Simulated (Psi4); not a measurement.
# wB97M-V/def2-TZVPD (density fitting with cc-pvtz-jkfit, sweep point 4) run of BH3F− (SMILES [BH3-]F)

What is the vertical ionisation energy of BH3F− at wB97M-V/def2-TZVPD (density fitting with cc-pvtz-jkfit, sweep point 4)? 

The calculation is run with Psi4 1.11.

2 further runs of the same task are left out: 2 set aside as unsound or not needed.

## (1) The structure to begin with

BH3F− has 5 atoms, charge -1, and is taken as a singlet. SMILES: `[BH3-]F`. Geometry: relaxed at GFN2-xTB.

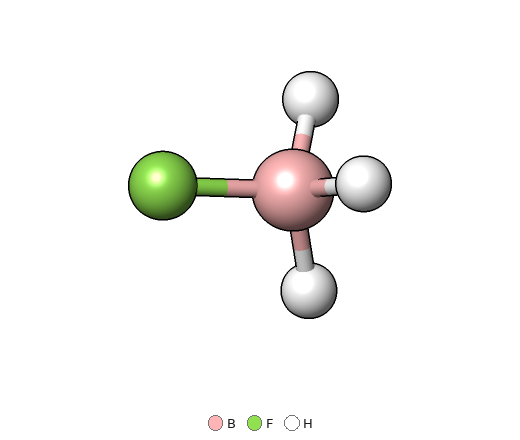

Viewed from a chosen angle; boron pink, fluorine green, hydrogen white.

## (2) A single-point energy at wB97M-V/def2-TZVPD (density fitting with cc-pvtz-jkfit, sweep point 4)

The input, calc.in:

```
memory 1.6 GB

molecule system {
  -1 1
  B     -0.035750     0.029280    -0.033890
  F      0.855550    -0.717910     0.826970
  H     -1.067340     0.264210     0.588100
  H     -0.274560    -0.651290    -1.027540
  H      0.522090     1.075700    -0.353640
  symmetry c1
}

set basis def2-TZVPD
set reference rks
set puream true
set scf_type df
set dft_radial_points 99
set dft_spherical_points 590
set df_basis_scf cc-pvtz-jkfit

energy('wb97m-v')
print_variables()
```

The run is started by

```sh
$ psi4 calc.in calc.out -n 1
```

calc.out:

```text
[...]
  Running in c1 symmetry.
[...]
  Nuclear repulsion =   30.284623548232830
[...]
  Multiplicity = 1
[...]
  Nalpha       = 9
  Nbeta        = 9
[...]
    Number of basis functions: 104
[...]
   @DF-RKS iter   1:  -126.43448079542770   -6.79253e-01   4.75810e-03 ADIIS/DIIS
[...]
   @DF-RKS iter   7:  -126.56009789517535   -3.55774e-07   9.10350e-07 DIIS
[...]
    Orbital Energies [Eh]
    ---------------------
    Doubly Occupied:
       1A    -24.611455     2A     -6.641643     3A     -1.032198
       4A     -0.399854     5A     -0.286904     6A     -0.286831
       7A     -0.276179     8A     -0.144678     9A     -0.144391
[...]
  @DF-RKS Final Energy:  -126.56009789517535
   => Energetics <=
    Nuclear Repulsion Energy =             30.2846235482328296
    One-Electron Energy =                -239.0665723589150957
    Two-Electron Energy =                  93.3730088169365473
    DFT Exchange-Correlation Energy =     -11.2251619131206333
    Empirical Dispersion Energy =           0.0000000000000000
    VV10 Nonlocal Energy =                  0.0740040116909870
    Total Energy =                       -126.5600978951753461
[...]
 Multipole Moments:
 ------------------------------------------------------------------------------------
     Multipole            Electronic (a.u.)      Nuclear  (a.u.)        Total (a.u.)
 ------------------------------------------------------------------------------------
 L = 1.  Multiply by 2.5417464519 to convert [e a0] to [Debye]
 Dipole X            :          2.5640233           -1.9581879            0.6058354
 Dipole Y            :         -2.1543222            1.6446980           -0.5096242
 Dipole Z            :          2.4812686           -1.8942086            0.5870600
 Magnitude           :                                                    0.9855926
[...]
```

Run time: 71 s. Hardware: 1 thread of Intel Xeon Platinum 8259CL at 2.50GHz (Skylake/Cascade Lake), shared host; peak memory 1.3 GiB.

## (3) Doublet neutral BH3F

The input, input.dat:

```
memory 1.6 GB

molecule geom {
  0 2
  B     -0.035750     0.029280    -0.033890
  F      0.855550    -0.717910     0.826970
  H     -1.067340     0.264210     0.588100
  H     -0.274560    -0.651290    -1.027540
  H      0.522090     1.075700    -0.353640
  units angstrom
  symmetry c1
}

set globals {
  basis def2-TZVPD
  reference uks
  puream true
  scf_type df
  dft_radial_points 99
  dft_spherical_points 590
  df_basis_scf cc-pvtz-jkfit
  maxiter 150
}

energy("wb97m-v")
```

The run is started by

```sh
$ psi4 -i input.dat -o output.dat -n 1
```

output.dat:

```text
[...]
  Running in c1 symmetry.
[...]
  Nuclear repulsion =   30.284623548232830
[...]
  Multiplicity = 2
[...]
  Nalpha       = 9
  Nbeta        = 8
[...]
    Number of basis functions: 104
[...]
   @DF-UKS iter   1:  -126.36464449539979   -6.09417e-01   2.76695e-03 DIIS/ADIIS
[...]
   @DF-UKS iter  17:  -126.40284670692725   -3.66386e-08   2.13373e-07 DIIS
[...]
   @S^2 Observed:                7.547117307E-01
[...]
    Orbital Energies [Eh]
    ---------------------
    Alpha Occupied:
       1A    -24.925555     2A     -6.944934     3A     -1.332643
       4A     -0.703392     5A     -0.600364     6A     -0.575428
       7A     -0.574551     8A     -0.469772     9A     -0.430691
    Alpha Virtual:
      10A      0.026693    11A      0.068085    12A      0.098133
      13A      0.100006    14A      0.117805    15A      0.122029
      16A      0.123698    17A      0.146578    18A      0.149788
      19A      0.177886    20A      0.213321    21A      0.215812
      22A      0.217464    23A      0.259216    24A      0.266721
      25A      0.267382    26A      0.306144    27A      0.319134
[...]
  @DF-UKS Final Energy:  -126.40284670692725
   => Energetics <=
    Nuclear Repulsion Energy =             30.2846235482328296
    One-Electron Energy =                -234.0163205898231240
    Two-Electron Energy =                  88.3194640133538655
    DFT Exchange-Correlation Energy =     -11.0614899687546906
    Empirical Dispersion Energy =           0.0000000000000000
    VV10 Nonlocal Energy =                  0.0708762900638561
    Total Energy =                       -126.4028467069272494
[...]
 Multipole Moments:
 ------------------------------------------------------------------------------------
     Multipole            Electronic (a.u.)      Nuclear  (a.u.)        Total (a.u.)
 ------------------------------------------------------------------------------------
 L = 1.  Multiply by 2.5417464519 to convert [e a0] to [Debye]
 Dipole X            :          1.8600781           -1.9581879           -0.0981097
 Dipole Y            :         -1.1779262            1.6446980            0.4667718
 Dipole Z            :          1.5729066           -1.8942086           -0.3213019
 Magnitude           :                                                    0.5750968
[...]
```

Wall time 2.9 min (1 thread of Intel Xeon Platinum 8259CL at 2.50GHz (Skylake/Cascade Lake), shared host); peak memory 1.3 GiB.

## (4) Summary of results

Level: wB97M-V/def2-TZVPD (density fitting with cc-pvtz-jkfit, sweep point 4).

| quantity | value |
| --- | --- |
| singlet BH3F−: total energy | -126.56010 Eh |
| singlet BH3F−: HOMO energy | -3.93 eV |
| singlet BH3F−: LUMO energy | 4.47 eV |
| singlet BH3F−: HOMO–LUMO gap (to an unbound level, set by the basis) | 8.40 eV |
| doublet neutral BH3F: total energy | -126.40285 Eh |
| doublet neutral BH3F: dipole moment | 1.46 D |
| doublet neutral BH3F: HOMO energy (highest over α and β) | -11.21 eV |
| doublet neutral BH3F: LUMO energy (lowest over α and β) | -4.68 eV |
| doublet neutral BH3F: ⟨S²⟩ | 0.755 |
| vertical detachment energy (to the doublet neutral) | 4.279 eV |

Removing an electron at fixed nuclei costs 4.28 eV (413 kJ/mol). The negative HOMO energy of the first species, 3.93 eV, lies 0.35 eV below that difference.
